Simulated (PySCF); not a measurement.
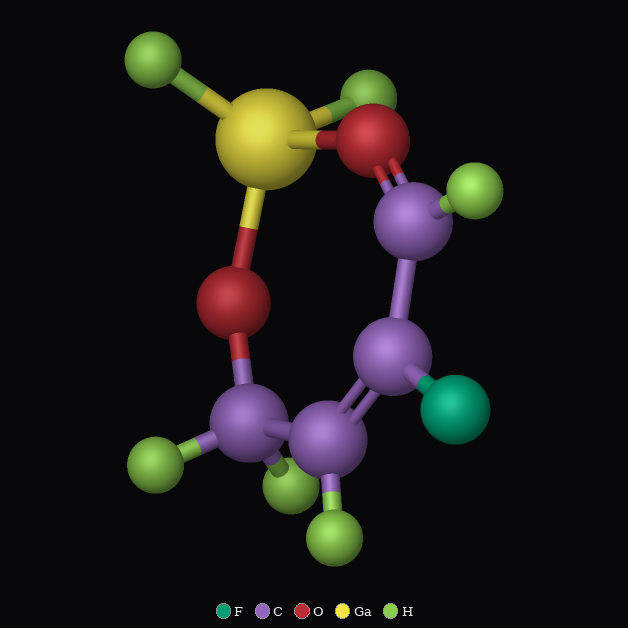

The computed structure is the end point of a GFN2-xTB optimisation. No frequency run is at hand to confirm it as a minimum. Properties computed with B3LYP/pcJ-1 (pcSseg-1 on Ga), gas phase (PySCF 2.14.0).

What does the calculation give?

The species is C₄H₆FGaO₂ (`FC1=CC[O][GaH2-][O+]=C1`).
- dipole moment: 3.66 D
- HOMO energy (Kohn–Sham orbital): −6.84 eV
- LUMO energy (Kohn–Sham orbital): −3.46 eV
- HOMO–LUMO gap: 3.38 eV

The geometry is semi-empirical. Around Ga such bond lengths and angles can be off by a tenth of an ångström or more and by several degrees, and values that hang on the shape move with them.
